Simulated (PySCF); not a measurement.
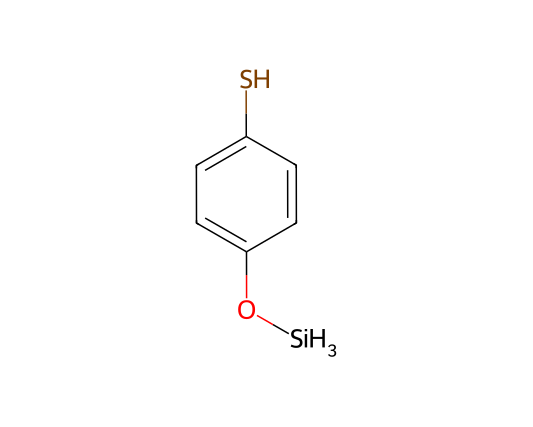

> Give its SMILES.

[SiH3]Oc1ccc(S)cc1

> What is the molecular formula?

C6H8OSSi.

The parts below concern this one geometry. Atoms keep their numbers from picture to picture. The geometry was computed by an optimisation with PBE0-D3(BJ)/def2-SVP. No frequency run is at hand to confirm it as a minimum.

**Geometry**

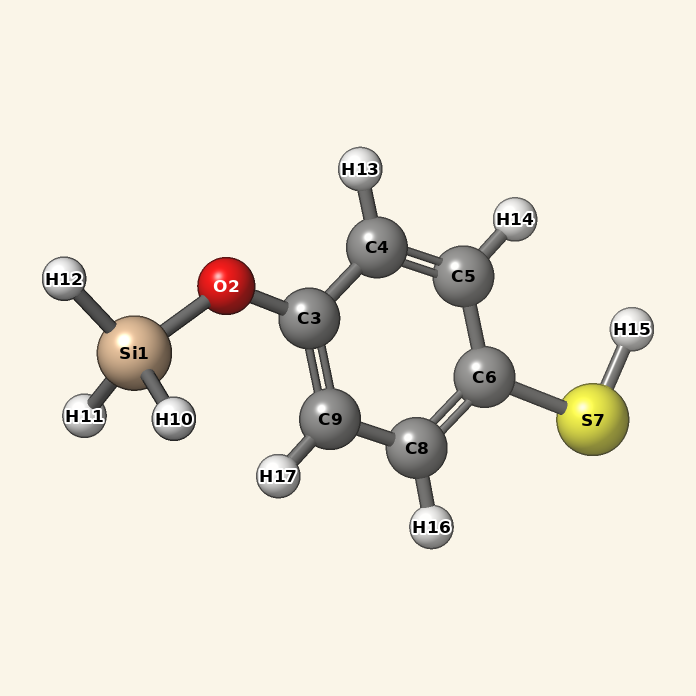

No frequency run is at hand to confirm it as a minimum.

> How are the neighbours of atom 2 arranged?

O2 has 2 neighbours (Si1 at 1.68, C3 at 1.35 Å); the arrangement is bent.

> Describe the coordination of atom 5.

C5 has 3 neighbours (C4 at 1.39, C6 at 1.40, H14 at 1.09 Å); the arrangement is trigonal planar.

> Describe the coordination of atom 3.

C3 has 3 neighbours (O2 at 1.35, C4 at 1.40, C9 at 1.40 Å); the arrangement is trigonal planar.

> Describe the coordination of atom 9.

C9 has 3 neighbours (C3 at 1.40, C8 at 1.39, H17 at 1.09 Å); the arrangement is trigonal planar.

> Which bond is the longest?

C6–S7, 1.769 Å.

> What is the dihedral angle C6–C8–C9–C3?

0° in size, that is syn (eclipsed).

**Core levels**

No frequency run is at hand to confirm it as a minimum. Level of theory: delta-SCF UKS SCAN, pcX-2 on the ionised atom, pcseg-1 elsewhere, spin-free X2C (PySCF 2.14.0).

Give the core-electron binding energies (to vacuum; p and d levels without spin–orbit splitting) of Si1 1s, Si1 2p, O2 1s, C3 1s, C4 1s, C5 1s, C6 1s, S7 1s, S7 2p.

```csv
atom,level,binding energy (eV)
Si1,1s,1847.6
Si1,2p,107.9
O2,1s,538.4
C3,1s,291.8
C4,1s,290.1
C5,1s,290.3
C6,1s,290.8
S7,1s,2477.4
S7,2p,170.0
```

**Polarisability**

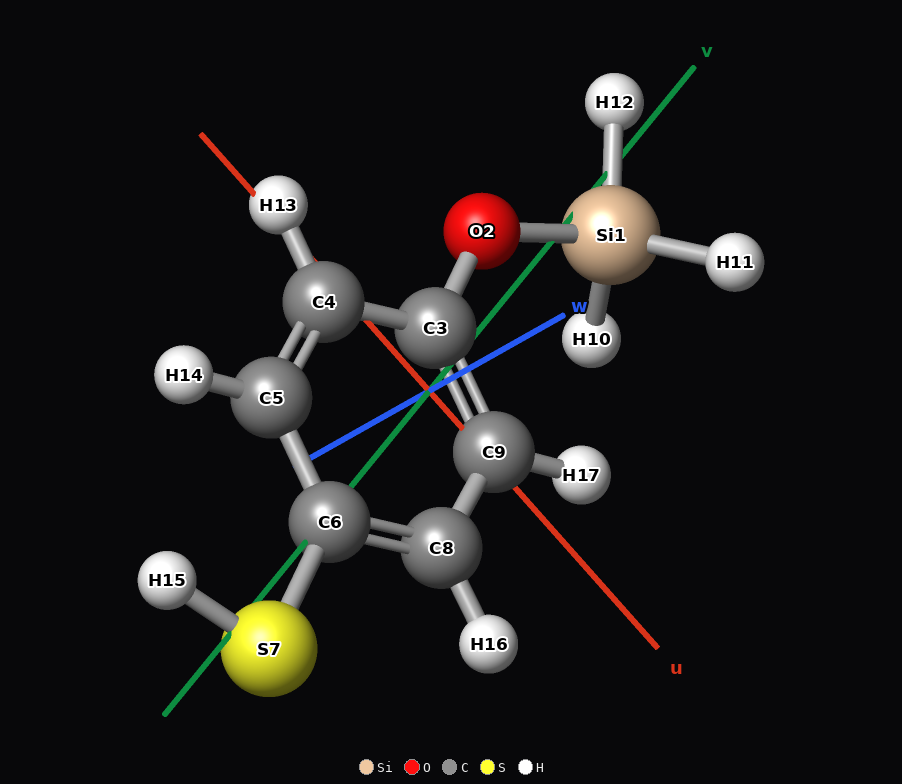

The lines u, v and w are the principal axes of the static dipole polarisability. No frequency run is at hand to confirm it as a minimum. Computed with ωB97X-D/def2-SVPD (PySCF 2.14.0).

> Along which axis is the molecule most polarisable, and along which least?

Most along v (nearly parallel to the C8–C9 bond), least along w.

> Give the three principal values.

u 114.2, v 175.7, w 80.5 bohr³; mean 123.5, anisotropy 83.6 bohr³.

**Quadrupole coupling**

No frequency run is at hand to confirm it as a minimum. Electric field gradients from the ground-state density, PBE0/pcSseg-1 (PySCF 2.14.0), non-relativistic apart from any core potentials.

Give the largest field-gradient component, the quadrupole coupling constant and the asymmetry for 17O at O2 (Q = −25.6 mb), 33S at S7 (Q = −67.81 mb), 2H at H10 (Q = 2.86 mb), 2H at H11 (Q = 2.86 mb), 2H at H12 (Q = 2.86 mb), 2H at H13 (Q = 2.86 mb).

```
atom  V_zz (a.u.)  e²qQ/h (MHz)     η
  O2        1.657         −9.97  0.20
  S7       −2.754          43.9  0.73
 H10        0.137         0.092  0.04
 H11        0.137         0.092  0.04
 H12        0.142         0.096  0.04
 H13        0.306         0.205  0.07
```
